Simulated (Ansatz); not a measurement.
# SiH₄ (triplet): from Hartree-Fock to the top rungs at a displaced geometry (v1), 6-31G, part 2 of 2

Ansatz 0.2.0, Gaussian basis; 6-31G, core rule «outside noble gas», up to 5 orbitals frozen. Earlier steps stand in the parts before.

## 14. CASSCF and NEVPT2, 8 electrons in 8 orbitals

in.yaml

```yaml
crystal:
  periodic: [false, false, false]
  atoms:
    - {symbol: Si, position_ang: [0.003370, -0.000123, 0.005157]}
    - {symbol: H, position_ang: [-0.008988, 1.068842, 1.071580]}
    - {symbol: H, position_ang: [0.034004, -1.034587, 1.036378]}
    - {symbol: H, position_ang: [-0.035779, 1.057862, -1.103793]}
    - {symbol: H, position_ang: [-0.083136, -1.088697, -1.147872]}
basis:
  gaussian: {orbitals: 6-31G}
magnetization: {spin_polarized: false, initial_magnetization: 2}
correlation: {method: sc_nevpt2, electrons: outside_noble_gas, active_space: {window: {electrons: 8, orbitals: 8}, shells: [{species: H, l: s, shell: 1}, {species: Si, l: s, shell: 3}, {species: Si, l: p, shell: 3}]}}
```

Command:

```console
ansatz run in.yaml --threads 1 --pin off --events-out ev --progress --plain --max-ram 2393MiB
```

Log:

```text
Functional definition: HF
  name "HF"
  cite "Fock, Z. Phys. 61, 126 (1930) doi:10.1007/BF01340294"
  parent pbe
  exchange = exact_x
  correlation = 0
459 factors; integrals over basis functions are off by at most 2.8e-8 eV
mean field evaluation 1: about -7917.8891 eV, gradient 7.3e0 eV
mean field evaluation 2: about -7917.8915 eV, gradient 7.3e0 eV
mean field evaluation 4: about -7918.1944 eV, gradient 3.1e-1 eV
mean field evaluation 8: about -7918.1964 eV, gradient 2.9e-6 eV
mean field -7918.19644269 eV, -290.9883521225 hartree, gradient 1.8e-6 eV, S^2 2.000000; 0 other end points of the search recorded, 0 dependent functions left out
reference -7918.19644269 eV, -290.9883521225 hartree; 10, 8 occupied and 11, 13 virtual orbitals, 459 factors
state -7920.05625363 eV, -291.0566989140 hartree
state -7920.05625363 eV, -291.0566989140 hartree; corrected -7920.60619500 eV, -291.0769088864 hartree
Total energy: -7920.60619500 eV, -291.0769088864 hartree
Checks for a lower state left out: starts, orbital_swaps
```

It took 1.3 s on 1 thread of Arm Neoverse V2, shared host.

From the report: 4,900 determinants; active occupations 1.97, 1.96, 1.96, 1.01, 1.00, 0.05, 0.03, 0.02.

## 15. Full CI

in.yaml: that of step 14 with these lines changed.

```diff
@@ -11,2 +11,2 @@
 magnetization: {spin_polarized: false, initial_magnetization: 2}
-correlation: {method: sc_nevpt2, electrons: outside_noble_gas, active_space: {window: {electrons: 8, orbitals: 8}, shells: [{species: H, l: s, shell: 1}, {species: Si, l: s, shell: 3}, {species: Si, l: p, shell: 3}]}}
+correlation: {method: fci, electrons: outside_noble_gas}
```

The command is unchanged.

Log:

```text
Functional definition: HF
  name "HF"
  cite "Fock, Z. Phys. 61, 126 (1930) doi:10.1007/BF01340294"
  parent pbe
  exchange = exact_x
  correlation = 0
459 factors; integrals over basis functions are off by at most 2.8e-8 eV
mean field evaluation 1: about -7917.8891 eV, gradient 7.3e0 eV
mean field evaluation 2: about -7917.8915 eV, gradient 7.3e0 eV
mean field evaluation 4: about -7918.1944 eV, gradient 3.1e-1 eV
mean field evaluation 8: about -7918.1964 eV, gradient 2.9e-6 eV
mean field -7918.19644269 eV, -290.9883521225 hartree, gradient 1.8e-6 eV, S^2 2.000000; 0 other end points of the search recorded, 0 dependent functions left out
mean field evaluation 16: about -7918.3864 eV, gradient 3.0e-1 eV
5 core orbitals not correlated: weight in the atoms' cores, before any rotation towards them, 1.000 or more for the frozen orbitals, at most 0.000 for the correlated occupied ones
reference -7918.19644269 eV, -290.9883521225 hartree; 5, 3 occupied and 11, 13 virtual orbitals, 459 factors
state -7920.79373838 eV, -291.0838009786 hartree
Total energy: -7920.79373838 eV, -291.0838009786 hartree
```

Wall time 7 s (1 thread of Arm Neoverse V2, shared host); peak memory 0.31 GiB.

From the report: 3,312,400 determinants, symmetry A.

## 16. Natural occupations

Natural occupations of the FCI state about the gap (report; correlated orbitals 1 to 10): 1.966, 1.955, 1.951, 1.006, 0.995, 0.049, 0.028, 0.023, 0.005, 0.005. The count of effectively unpaired electrons, Σ n²(2 − n)², is 2.04; a single determinant of this spin has 2.

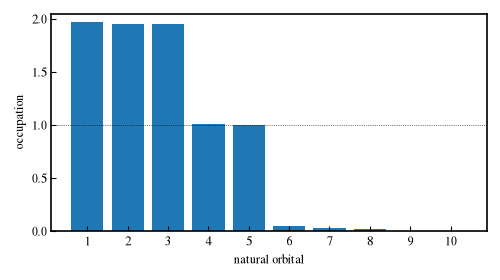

Natural occupations of the FCI state.

## 17. The ladder

The yardstick is full CI for this spin, exact in this basis with these frozen cores. Rows without a time come out of other runs: HF, MP2 and CCSD of CCSD(T), CCSDT of CCSDT(Q), CASSCF and MRCISD of the multireference runs.

Differences are taken before rounding.

```
                   method  energy from the lowest RHF (kJ/mol)  from FCI (kJ/mol)    time
                      RHF                                  0.0             +250.6        
                      UHF                                -18.6             +232.0        
                     RMP2                               -171.1              +79.5        
                     UMP2                               -170.2              +80.4        
                     CISD                               -237.4              +13.2  0.21 s
                    RCCSD                               -245.9               +4.7        
                    UCCSD                               -245.8               +4.8        
                 RCCSD(T)                               -249.3               +1.3  0.18 s
                 UCCSD(T)                               -249.2               +1.5  0.15 s
                  BCCD(T)                               -249.2               +1.4  0.21 s
                   RCCSDT                               -250.7               -0.1        
                   UCCSDT                               -250.7               -0.1        
                   CISDTQ                               -250.4               +0.2   1.1 s
                RCCSDT(Q)                               -250.7                0.0   0.6 s
                UCCSDT(Q)                               -250.7               -0.1  0.57 s
                  RCCSDTQ                               -250.6                0.0   8.5 s
                  UCCSDTQ                               -250.6                0.0   8.5 s
           CASSCF valence                               -179.5              +71.2        
           NEVPT2 valence                               -232.5              +18.1   1.3 s
           MRCISD valence                               -249.1               +1.6        
         MRCISD+Q valence                               -250.3               +0.3   1.9 s
MRCISD+Q(relaxed) valence                               -250.8               -0.2   2.2 s
                      FCI                               -250.6                  0     7 s
```

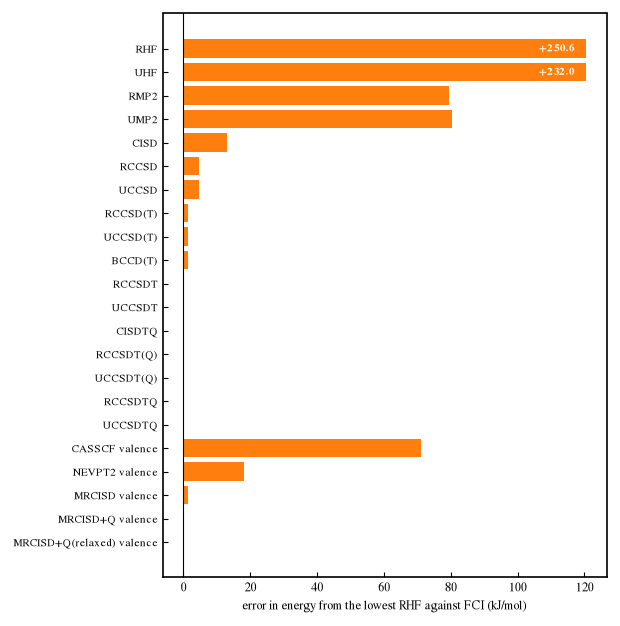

Deviations from FCI, method by method. Bars with a number in them are cut short.

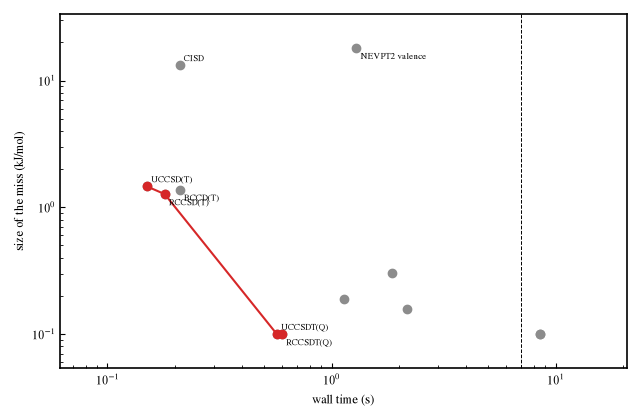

Accuracy for the time spent; red marks the levels that beat every quicker one drawn (of those quicker than the yardstick), and the dashed line is the time of FCI. Only those levels and the largest misses are named. Misses under 0.1 kJ/mol are drawn at that value. Times are from a shared host.

## 18. Summary of results

What follows sums up all 2 parts.

| quantity | value |
| --- | --- |
| FCI below the RHF energy | -2.5974 eV |
| RMP2 from FCI | +79.5 kJ/mol |
| UMP2 from FCI | +80.4 kJ/mol |
| RCCSD from FCI | +4.7 kJ/mol |
| RCCSD(T) from FCI | +1.3 kJ/mol |
| UCCSD(T) from FCI | +1.5 kJ/mol |
| RCCSDT(Q) from FCI | 0.0 kJ/mol |
| UCCSDT(Q) from FCI | -0.1 kJ/mol |
| NEVPT2 valence from FCI | +18.1 kJ/mol |
| MRCISD+Q valence from FCI | +0.3 kJ/mol |
| MRCISD+Q(relaxed) valence from FCI | -0.2 kJ/mol |
| levels within 1 kcal/mol (43 meV) | RCCSD(T), UCCSD(T), BCCD(T), RCCSDT, UCCSDT, CISDTQ, RCCSDT(Q), UCCSDT(Q), RCCSDTQ, UCCSDTQ, MRCISD valence, MRCISD+Q valence, MRCISD+Q(relaxed) valence |
| T1 diagnostic | 0.019 |
| effectively unpaired electrons | 2.04 |

RCCSD(T) lands +1.3 kJ/mol from the yardstick (0.5 % of the correlation energy). One determinant dominates. Of the multireference levels listed MRCISD+Q(relaxed) valence comes nearest in total energy (-0.2 kJ/mol), which doesn't show that its space is the better one. These misses are within one basis, not against nature; the frozen cores of restricted and unrestricted runs differ, which can shift their rows.

For cost: RCCSDT(Q) gets within 0.0 kJ/mol in 0.6 s, where FCI took 7 s; the quickest level in the cost chart, UCCSD(T), takes 0.15 s and misses by 1.5 kJ/mol.
